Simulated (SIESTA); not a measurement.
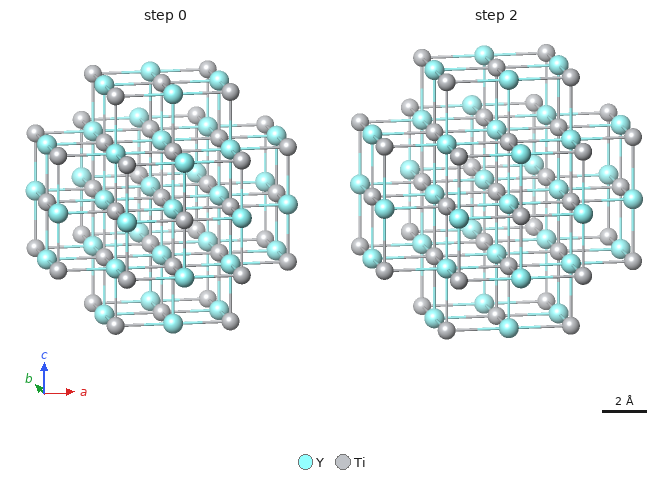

The structure of a crystal of YTi (a generated structure, set up in Fm-3m) before (left) and after (right) a relaxation, at one scale.

Style: ball-and-stick. Shown: the conventional cell (4 times the calculation's cell), slightly off an axis. Lengths and directions refer to the drawn axes.

The run lets cell and atoms move.

Theory: Kohn-Sham DFT of a periodic cell, vdW-DF-cx, spin-orbit coupling, PseudoDojo 0.4 standard, converted to PSML in SIESTA.

Input
```
SystemName                      YTi
SystemLabel                     YTi
NumberOfSpecies                 2
NumberOfAtoms                   2
%block ChemicalSpeciesLabel
  1  39 Y
  2  22 Ti
%endblock ChemicalSpeciesLabel

UseStructFile                   true

%block kgrid.MonkhorstPack
    7   0   0  0.0
    0   7   0  0.0
    0   0   7  0.0
%endblock kgrid.MonkhorstPack
XC.Functional                   VDW
XC.Authors                      BH
PAO.BasisSize                   DZP
PAO.EnergyShift                 0.002 Ry
Mesh.Cutoff                     800 Ry
Spin                            spin-orbit
%block DM.InitSpin
    1   0.000     0.00     0.00
    2   1.000     0.00     0.00
%endblock DM.InitSpin
WriteOrbMom                     true
OccupationFunction              FD
ElectronicTemperature           0.05 eV
MaxSCFIterations                200
SCF.MustConverge                false
SCF.Mixer.Method                Pulay
SCF.Mixer.Weight                0.1
SCF.Mixer.History               10
SCF.DM.Tolerance                5.0e-05
SCF.H.Tolerance                 1.0e-03 eV
WriteForces                     true
Charge.Mulliken                 end
MD.TypeOfRun                    Broyden
MD.Steps                        40
MD.MaxForceTol                  0.02 eV/Ang
MD.MaxDispl                     0.1 Ang
WriteCoorStep                   true
AtomCoorFormatOut               Fractional
MD.VariableCell                 true
MD.MaxStressTol                 0.1 GPa
%block PAO.Basis
  Y 5
  n=4 0 1
    3.797
  n=5 0 2
    9.500 0.000
  n=4 1 1
    4.466
  n=5 1 1
    9.500
  n=4 2 2
    8.879 0.000
%endblock PAO.Basis
```

Command:
```bash
siesta YTi.fdf > YTi.out 2>&1
```

Summarise the run.

Over 2 geometry steps the energy falls by 196 meV per atom. All forces vanish by symmetry, so only the cell relaxes. The pressure goes from 14.74 to 0.05 GPa. The atoms keep their places relative to the cell (all moves are under 0.005 Å). Cell: a = b = c 5.420 → 5.866 Å (+8.2 %). Volume +26.7 %. Some distances before and after: Ti–Y 2.710 → 2.933 Å. The space group stays Fm-3m (No. 225). The run took 32 min on 1 thread of AMD EPYC 7B13 (Zen 3), on a shared host, peak memory 0.63 GiB.
